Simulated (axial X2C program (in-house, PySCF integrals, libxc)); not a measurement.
# All-electron X2C curves of SnO

Aim: find the lowest determinant of SnO, scan the bond at several levels and fit the constants, once spin-free and once with spin–orbit coupling.

Method: all-electron X2C, Sn dyall-cv3z, O dyall-av3z; program: an in-house X2C program for linear molecules on PySCF integrals.

All values are calculated.

### 1 Set-up

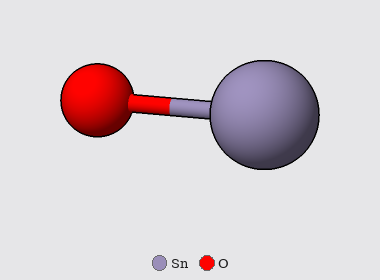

The two atoms at 1.870 Å (tin purple, oxygen red).

Contents of task.json:

```json
{"zs": [50, 8], "q": 0, "bas": ["dyall-cv3z", "dyall-av3z"], "levels": ["PBE0", "HF", "TPSSh"], "cc": true, "r0": 1.87, "thr": -2.0, "nmax": 110, "npts": 10, "nst": 2, "ntry": 8}
```

Keys: zs atomic numbers; q charge; bas basis sets; levels methods (HF also brings MP2); cc coupled cluster on or off; r0 starting distance in Å; thr threshold in hartree for freezing inner shells (an s shell follows its p shell); nmax most natural virtual spinors; npts points asked for on the curve; nst determinants followed; ntry starts of the search.

Launch:

```sh
$ python so2c.py task.json out
```

Spin-free means the one-electron spin-free X2C Hamiltonian; two-component (2c) means X2C with spin–orbit coupling and atomic mean-field two-electron Coulomb and Gaunt terms. Basis: Sn dyall-cv3z contracted to [11s12p9d4f1g], O dyall-av3z contracted to [7s6p3d2f]; Gaussian nuclei, density fitting. Masses: Sn 119.902 u, O 15.995 u.

Notation: σ, π±, δ± give the projection m of an orbital's angular momentum (0, ±1, ±2), α and β its spin, Λ and M_S the sums; ω is the projection of a spinor's total angular momentum and Ω the sum. Logs are in hartree.

The results follow Hamiltonian by Hamiltonian and level by level.

### 2 State search with PBE0

PBE0 moves the distance from 1.870 Å to 1.823 Å and compares determinants there.

Spin-free determinants:

```tsv
ΔE (eV)	state	open shells
0.00	M_S = 0, Λ = 0	closed shell
2.94	M_S = 1, Λ = 1	beyond closed shells: σα, π+α
3.15	M_S = 1, Λ = 2	beyond closed shells: 2 × π+α, π+β, π-α
3.15	M_S = 1, Λ = 0	beyond closed shells: π+α, π+β, 2 × π-α
3.17	M_S = 0, Λ = 1	beyond closed shells: σα, π+β
3.32	M_S = 0, Λ = 2	beyond closed shells: π+α, 2 × π+β, π-α
```

Two-component determinants:

```
ΔE (eV)  state                              open shells
   0.00  Ω = 0                             closed shell
   3.00  Ω = 1  excess of +ω over −ω: ω = -1/2, ω = 3/2
   3.04  Ω = 1        excess of +ω over −ω: 2 × ω = 1/2
   3.08  Ω = 2   excess of +ω over −ω: ω = 1/2, ω = 3/2
   3.17  Ω = 2   excess of +ω over −ω: ω = 1/2, ω = 3/2
   3.27  Ω = 3        excess of +ω over −ω: 2 × ω = 3/2
   3.31  Ω = 1  excess of +ω over −ω: ω = -1/2, ω = 3/2
```

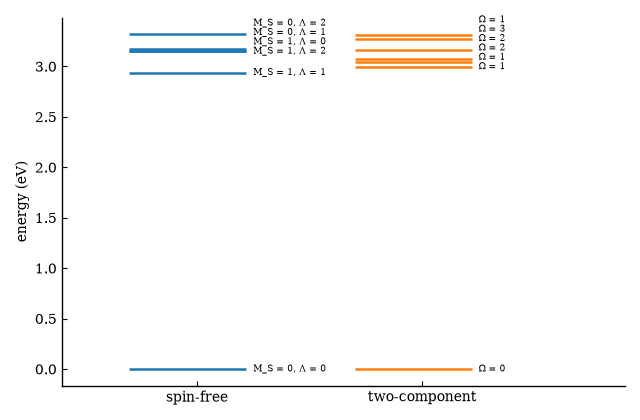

The determinants found, each set from its own lowest.

### 3 PBE0, spin-free

State followed: M_S = 0, Λ = 0 (closed shell). The scan is laid around 1.823 Å, a first estimate of the minimum, and this SCF restarts from the orbitals of the search.

The SCF at the reference distance of 1.823 Å:

```text
spin-free X2C-1e  PBE0
basis functions 183  fitting functions 933  grid points 5076
iter        total energy     max residual
   1      -6251.487722994     3.61e-06
   2      -6251.487722992     1.32e-05
   3      -6251.487722995     8.44e-07
   4      -6251.487722995     1.12e-07
converged
one-electron -8827.51020744  Coulomb 2634.79009832  exact exchange -43.03181423  xc functional -131.84709112  nuclear repulsion 116.11129148
```

Along the bond, energies from the lowest point:

```csv
R (Å),E (eV),μ (D),HOMO (eV),LUMO (eV),iterations
1.586,1.6183,-3.02,-7.47,-1.79,12
1.659,0.6639,-3.45,-7.59,-1.96,12
1.714,0.2591,-3.76,-7.65,-2.09,12
1.768,0.0535,-4.05,-7.69,-2.22,12
1.823,0.0000,-4.34,-7.70,-2.34,4
1.887,0.0813,-4.66,-7.70,-2.49,12
1.951,0.2751,-4.96,-7.51,-2.63,13
2.033,0.6358,-5.33,-7.27,-2.80,15
2.133,1.1802,-5.76,-7.03,-3.00,15
2.279,2.0596,-6.32,-6.74,-3.27,17
```

Dipoles are positive if O is the positive end.

Outer orbitals at the reference distance:

| symmetry | occupied | ε (eV) | atomic character |
| --- | --- | --- | --- |
| σα | yes | -29.38 | 88% Sn d, 8% O s |
| δ-α | yes | -29.00 | 100% Sn d |
| δ+α | yes | -29.00 | 100% Sn d |
| π-α | yes | -28.73 | 99% Sn d |
| π+α | yes | -28.73 | 99% Sn d |
| σα | yes | -23.88 | 69% O s, 15% Sn d, 7% Sn p |
| σα | yes | -11.95 | 52% Sn s, 36% O p, 7% O s |
| π+α | yes | -7.93 | 79% O p, 16% Sn p, 3% Sn d |
| π-α | yes | -7.93 | 79% O p, 16% Sn p, 3% Sn d |
| σα | yes | -7.70 | 52% O p, 26% Sn p, 16% Sn s |
| π+α | no | -2.34 | 72% Sn p, 15% O p, 7% Sn d |
| π-α | no | -2.34 | 72% Sn p, 15% O p, 7% Sn d |
| σα | no | 0.07 | 65% Sn p, 18% Sn d, 6% O p |
| σα | no | 1.75 | 57% Sn s, 20% O s, 16% Sn p |

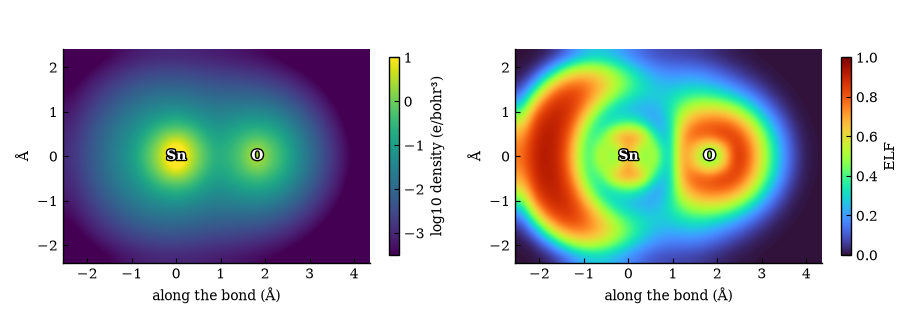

PBE0 fields in a plane through the axis, from a grid of 0.3 Å; Sn lies at z = 0 and O at z = 1.823 Å; the ELF is damped to zero where the density is low.

Re = 1.818 Å, ωe = 870 cm⁻¹, ωexe = 3.14 cm⁻¹, Be = 0.3612 cm⁻¹, De = 5.37 eV, μ = -4.32 D.

### 4 HF, spin-free

The SCF at the reference distance of 1.823 Å:

```text
spin-free X2C-1e  HF
basis functions 183  fitting functions 933  grid points 5076
iter        total energy     max residual
   1      -6248.736074563     2.10e-01
   2      -6248.765419080     9.22e-03
   3      -6248.765840860     9.96e-03
   4      -6248.767491932     2.26e-03
   5      -6248.767628060     7.45e-04
   6      -6248.767644247     4.54e-04
   7      -6248.767651734     1.40e-04
   8      -6248.767653696     4.92e-05
   9      -6248.767653887     1.41e-05
  10      -6248.767653893     3.17e-06
  11      -6248.767653893     4.18e-07
converged
one-electron -8826.40883647  Coulomb 2633.77745479  exact exchange -172.24756369  xc functional 0.00000000  nuclear repulsion 116.11129148
```

Re = 1.787 Å, ωe = 965 cm⁻¹, ωexe = 3.06 cm⁻¹, Be = 0.374 cm⁻¹, De = 1.76 eV, μ = -5.06 D.

### 5 TPSSh, spin-free

The SCF at the reference distance of 1.823 Å:

```text
spin-free X2C-1e  TPSSh
basis functions 183  fitting functions 933  grid points 5076
iter        total energy     max residual
   1      -6251.662921938     1.42e-01
   2      -6251.663905699     4.13e-03
   3      -6251.659213279     1.74e-02
   4      -6251.663432760     7.89e-03
   5      -6251.664286474     9.13e-04
   6      -6251.664297355     1.66e-04
   7      -6251.664297697     1.11e-05
   8      -6251.664297699     2.05e-06
   9      -6251.664297699     2.53e-07
converged
one-electron -8827.03541735  Coulomb 2634.29887409  exact exchange -17.21048354  xc functional -157.82856238  nuclear repulsion 116.11129148
```

Re = 1.831 Å, ωe = 844 cm⁻¹, ωexe = 3.17 cm⁻¹, Be = 0.3561 cm⁻¹, De = 5.51 eV, μ = -4.14 D.

### 6 Correlated methods, spin-free

Correlated methods: 20 electrons correlated (frozen shells, counted by type: Sn 4 s, 3 p, 1 d; O 1 s), 258 virtual spinors in MP2, 108 natural virtuals in coupled cluster.

Output of the correlated part at 1.823 Å:

```text
correlated 20  virtual 258  natural virtual 108  E(MP2) -0.826458252  MP2 remainder -0.072437551
iter   CCSD correlation   residual
   1     -0.667432111   3.00e-01
   2     -0.694258294   2.22e-01
   3     -0.701123360   4.07e-02
   4     -0.702140864   1.88e-02
   5     -0.702090179   6.44e-03
   6     -0.702160930   2.61e-03
   7     -0.702151040   9.33e-04
   8     -0.702136645   3.89e-04
   9     -0.702155693   1.19e-04
  10     -0.702149431   4.40e-05
  11     -0.702149465   1.21e-05
  12     -0.702149500   3.67e-06
  13     -0.702149375   1.57e-06
  14     -0.702149349   6.69e-07
  15     -0.702149346   1.81e-07
(T) -0.028364879  T1 0.0397  D1 0.0809  max T2 0.066
```

T1 in the output is the amplitude norm over the root of the electron number; divide by √2 for the Lee–Taylor value.

MP2: Re = 1.846 Å, ωe = 801 cm⁻¹, Be = 0.3505 cm⁻¹, De = 6.24 eV.

CCSD: Re = 1.818 Å, ωe = 880 cm⁻¹, ωexe = 3.15 cm⁻¹, Be = 0.3613 cm⁻¹, De = 5.29 eV. T1 at Re = 0.028 (Lee–Taylor, the printed value over √2).

CCSD(T): Re = 1.835 Å, ωe = 829 cm⁻¹, ωexe = 3.46 cm⁻¹, Be = 0.3548 cm⁻¹, De = 5.60 eV. T1 at Re = 0.029 (Lee–Taylor, the printed value over √2).

### 7 The spin-free curves together

Energy (eV) of the followed determinant, spin-free, from each level's lowest point:

```csv
R (Å),PBE0,HF,MP2,CCSD,CCSD(T),TPSSh
1.586,1.618,1.390,1.820,n/a,n/a,1.742
1.659,0.664,0.489,0.811,0.676,0.762,0.749
1.714,0.259,0.140,0.361,0.264,0.324,0.315
1.768,0.053,0.000,0.106,0.054,0.086,0.081
1.823,0.000,0.020,0.000,0.000,0.000,0.000
1.887,0.081,0.194,0.017,0.083,0.041,0.050
1.951,0.275,0.486,0.144,0.282,0.193,0.214
2.033,0.636,0.975,0.425,0.651,0.497,0.537
2.133,1.180,1.674,0.906,n/a,n/a,1.038
2.279,2.060,2.742,1.926,n/a,n/a,1.858
```

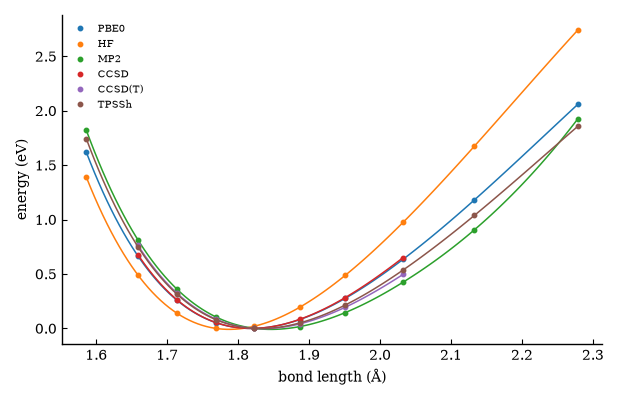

Curves of the followed state, spin-free, each from its own lowest point.

### 8 PBE0, 2c

State followed: Ω = 0 (closed shell). The scan is laid around 1.823 Å, a first estimate of the minimum, and this SCF restarts from the orbitals of the search.

Output at 1.823 Å:

```text
two-component X2C + atomic mean field  PBE0
basis functions 183  fitting functions 933  grid points 5076
iter        total energy     max residual
   1      -6248.884602820     7.20e-06
   2      -6248.884602819     1.26e-05
converged
one-electron -8820.06349106  Coulomb 2633.37191508  exact exchange -43.00677002  xc functional -131.77399599  nuclear repulsion 116.11129148  atomic mean-field constant -3.52355231
```

Along the bond, energies from the lowest point:

```csv
R (Å),E (eV),μ (D),HOMO (eV),LUMO (eV),iterations
1.586,1.6235,-3.02,-7.47,-1.87,12
1.659,0.6676,-3.45,-7.59,-2.05,12
1.714,0.2616,-3.75,-7.65,-2.18,12
1.768,0.0547,-4.05,-7.69,-2.31,12
1.823,0.0000,-4.33,-7.70,-2.44,2
1.887,0.0797,-4.64,-7.68,-2.58,12
1.951,0.2717,-4.95,-7.51,-2.73,13
2.033,0.6299,-5.31,-7.28,-2.90,14
2.133,1.1703,-5.73,-7.02,-3.10,16
2.279,2.0416,-6.27,-6.71,-3.37,18
```

Dipoles are positive if O is the positive end.

Outer spinors at the reference distance:

| ω | occupied | ε (eV) | atomic character | λ mixture |
| --- | --- | --- | --- | --- |
| 1/2 | yes | -29.66 | 92% Sn d, 5% O s | 72% σ, 28% π |
| 3/2 | yes | -29.56 | 100% Sn d | 87% δ, 13% π |
| 1/2 | yes | -28.66 | 95% Sn d, 3% O s | 72% π, 28% σ |
| 5/2 | yes | -28.60 | 100% Sn d | 100% δ |
| 3/2 | yes | -28.37 | 99% Sn d | 87% π, 13% δ |
| 1/2 | yes | -23.87 | 69% O s, 15% Sn d, 7% Sn p | 100% σ |
| 1/2 | yes | -11.94 | 52% Sn s, 36% O p, 7% O s | 100% σ |
| 1/2 | yes | -7.95 | 77% O p, 18% Sn p, 3% Sn d | 97% π, 3% σ |
| 3/2 | yes | -7.92 | 80% O p, 14% Sn p, 3% Sn d | 100% π |
| 1/2 | yes | -7.70 | 53% O p, 26% Sn p, 16% Sn s | 97% σ, 3% π |
| 1/2 | no | -2.44 | 70% Sn p, 16% O p, 7% Sn d | 100% π |
| 3/2 | no | -2.23 | 73% Sn p, 14% O p, 7% Sn d | 100% π |
| 1/2 | no | 0.08 | 65% Sn p, 18% Sn d, 6% O p | 100% σ |
| 1/2 | no | 1.75 | 57% Sn s, 19% O s, 16% Sn p | 100% σ |

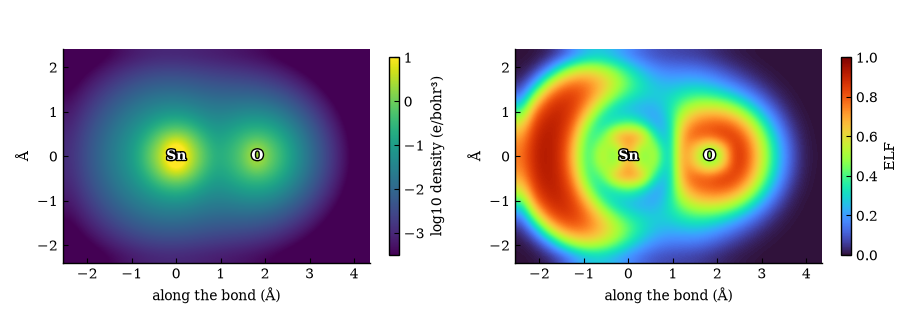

PBE0 fields in a plane through the axis, from a grid of 0.3 Å; Sn lies at z = 0 and O at z = 1.823 Å; the ELF is damped to zero where the density is low.

Re = 1.819 Å, ωe = 868 cm⁻¹, ωexe = 3.17 cm⁻¹, Be = 0.361 cm⁻¹, De = 5.33 eV, μ = -4.31 D.

### 9 HF, 2c

The SCF at the reference distance of 1.823 Å:

```text
two-component X2C + atomic mean field  HF
basis functions 183  fitting functions 933  grid points 5076
iter        total energy     max residual
   1      -6246.130916882     2.10e-01
   2      -6246.160218942     9.32e-03
   3      -6246.160661182     9.89e-03
   4      -6246.162264122     2.25e-03
   5      -6246.162400256     7.34e-04
   6      -6246.162416558     4.48e-04
   7      -6246.162424241     1.36e-04
   8      -6246.162426389     4.83e-05
   9      -6246.162426651     1.42e-05
  10      -6246.162426676     8.83e-06
  11      -6246.162426685     5.46e-06
  12      -6246.162426691     1.37e-06
  13      -6246.162426692     7.88e-07
converged
one-electron -8818.96595724  Coulomb 2632.36260737  exact exchange -172.14681599  xc functional 0.00000000  nuclear repulsion 116.11129148  atomic mean-field constant -3.52355231
```

No constants are quoted: the dipole of the solution doesn't run smoothly along the scan, a sign that its character may change, so the fit is set aside.

### 10 TPSSh, 2c

The SCF at the reference distance of 1.823 Å:

```text
two-component X2C + atomic mean field  TPSSh
basis functions 183  fitting functions 933  grid points 5076
iter        total energy     max residual
   1      -6249.057451858     1.42e-01
   2      -6249.058454846     4.15e-03
   3      -6249.053957118     1.71e-02
   4      -6249.057941419     8.08e-03
   5      -6249.058824757     9.16e-04
   6      -6249.058835621     1.65e-04
   7      -6249.058835949     1.10e-05
   8      -6249.058835952     2.01e-06
   9      -6249.058835952     2.39e-07
converged
one-electron -8819.58675638  Coulomb 2632.87876310  exact exchange -17.20046906  xc functional -157.73811278  nuclear repulsion 116.11129148  atomic mean-field constant -3.52355231
```

Re = 1.832 Å, ωe = 843 cm⁻¹, ωexe = 3.18 cm⁻¹, Be = 0.3559 cm⁻¹, De = 5.49 eV, μ = -4.13 D.

### 11 Correlated methods, 2c

Correlated methods: 20 electrons correlated (frozen shells, counted by type: Sn 4 s, 3 p, 1 d; O 1 s), 258 virtual spinors in MP2, 110 natural virtuals in coupled cluster.

Output of the correlated part at 1.823 Å:

```text
correlated 20  virtual 258  natural virtual 110  E(MP2) -0.826044058  MP2 remainder -0.069423152
iter   CCSD correlation   residual
   1     -0.670070398   2.98e-01
   2     -0.696765555   2.19e-01
   3     -0.703612639   4.05e-02
   4     -0.704622262   1.87e-02
   5     -0.704572008   6.46e-03
   6     -0.704643577   2.67e-03
   7     -0.704634971   1.02e-03
   8     -0.704619150   4.75e-04
   9     -0.704642087   2.09e-04
  10     -0.704633090   1.16e-04
  11     -0.704634428   6.96e-05
  12     -0.704634838   2.90e-05
  13     -0.704634053   1.24e-05
  14     -0.704633951   5.86e-06
  15     -0.704633868   1.99e-06
  16     -0.704633858   7.53e-07
(T) -0.028704284  T1 0.0395  D1 0.0806  max T2 0.066
```

MP2: No constants are quoted: the dipole of the HF reference doesn't run smoothly along the scan, a sign that its character may change, so the fit is set aside.

CCSD: No constants are quoted: the dipole of the HF reference doesn't run smoothly along the scan, a sign that its character may change, so the fit is set aside.

CCSD(T): No constants are quoted: the dipole of the HF reference doesn't run smoothly along the scan, a sign that its character may change, so the fit is set aside.

### 12 The 2c curves together

Energy (eV) of the followed determinant, 2c, from each level's lowest point:

```csv
R (Å),PBE0,HF (dipole not smooth),MP2 (HF's dipole not smooth),CCSD (HF's dipole not smooth),CCSD(T) (HF's dipole not smooth),TPSSh
1.586,1.624,1.395,1.825,n/a,n/a,1.747
1.659,0.668,0.492,0.814,0.689,0.769,0.752
1.714,0.262,0.142,0.363,0.274,0.329,0.317
1.768,0.055,0.000,0.107,0.061,0.088,0.082
1.823,0.000,0.018,0.000,0.000,0.000,0.000
1.887,0.080,0.190,0.016,0.080,0.039,0.049
1.951,0.272,0.478,0.145,0.275,0.189,0.211
2.033,0.630,0.962,0.431,0.638,0.492,0.532
2.133,1.170,1.646,0.946,n/a,n/a,1.030
2.279,2.042,2.598,2.593,n/a,n/a,1.845
```

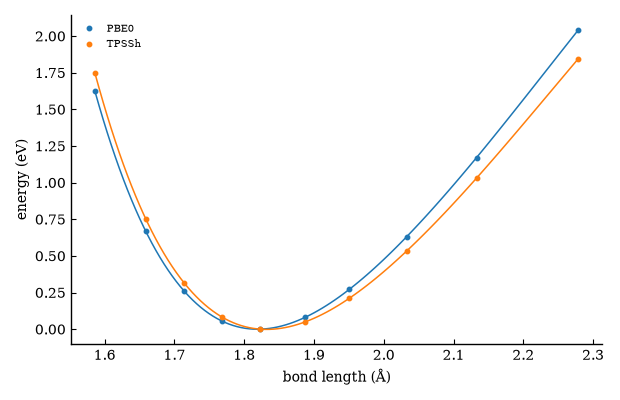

Curves of the followed state, 2c, each from its own lowest point. Left out: HF, MP2, CCSD, CCSD(T).

The whole job took 7.3 min on 1 thread of Arm Neoverse V1, shared host; peak memory 1.8 GiB.

### 13 Constants

Lowest determinant that the search found at its distance, spin-free: M_S = 0, Λ = 0 (closed shell).

Lowest determinant that the search found at its distance, 2c: Ω = 0 (closed shell).

```json
{"Hamiltonian": "spin-free", "level": "PBE0", "Re (Å)": "1.818", "ωe (cm⁻¹)": "870", "De (eV)": "5.37", "μ (D)": "-4.32"}
{"Hamiltonian": "spin-free", "level": "HF", "Re (Å)": "1.787", "ωe (cm⁻¹)": "965", "De (eV)": "1.76", "μ (D)": "-5.06"}
{"Hamiltonian": "spin-free", "level": "MP2", "Re (Å)": "1.846", "ωe (cm⁻¹)": "801", "De (eV)": "6.24", "μ (D)": "n/a"}
{"Hamiltonian": "spin-free", "level": "CCSD", "Re (Å)": "1.818", "ωe (cm⁻¹)": "880", "De (eV)": "5.29", "μ (D)": "n/a"}
{"Hamiltonian": "spin-free", "level": "CCSD(T)", "Re (Å)": "1.835", "ωe (cm⁻¹)": "829", "De (eV)": "5.60", "μ (D)": "n/a"}
{"Hamiltonian": "spin-free", "level": "TPSSh", "Re (Å)": "1.831", "ωe (cm⁻¹)": "844", "De (eV)": "5.51", "μ (D)": "-4.14"}
{"Hamiltonian": "2c", "level": "PBE0", "Re (Å)": "1.819", "ωe (cm⁻¹)": "868", "De (eV)": "5.33", "μ (D)": "-4.31"}
{"Hamiltonian": "2c", "level": "TPSSh", "Re (Å)": "1.832", "ωe (cm⁻¹)": "843", "De (eV)": "5.49", "μ (D)": "-4.13"}
```

Dipoles are positive if O is the positive end. No constants: 2c HF (the dipole of the solution doesn't run smoothly along the scan, a sign that its character may change, so the fit is set aside); 2c MP2 (the dipole of the HF reference doesn't run smoothly along the scan, a sign that its character may change, so the fit is set aside); 2c CCSD (the dipole of the HF reference doesn't run smoothly along the scan, a sign that its character may change, so the fit is set aside); 2c CCSD(T) (the dipole of the HF reference doesn't run smoothly along the scan, a sign that its character may change, so the fit is set aside).

Time per point (s) on 1 thread of Arm Neoverse V1, shared host (2c runs); the times are rough: PBE0 0.51, TPSSh 0.84.

**Reading.** At PBE0, going from spin-free to two-component changes Re by +1 mÅ, ωe by -0.2 %; the spin-free picture holds up (part of it comes from the scalar share of the two-electron terms). De moves by -0.04 eV; both De rest on single-determinant atoms, which can miss part of an open shell's spin–orbit lowering.

De refers to Sn + O, each in the lowest determinant found, which need not be this curve's own limit. The state is a single determinant with fixed occupations, the lowest that a limited PBE0 search found. Closed shells are restricted here (equal orbitals for both partners), which fails at long range if the bond breaks into open shells. De is counted from the lowest determinant-based energies of the atoms at the same level, without counterpoise correction. Coupled cluster ran in a truncated set of natural virtual spinors; the MP2 energy of the rest was added. The meta-GGAs lack a current-density term, which matters for open shells with orbital currents, atoms included. T1 at Re is 0.029 (Lee–Taylor), above the customary mark of 0.02.
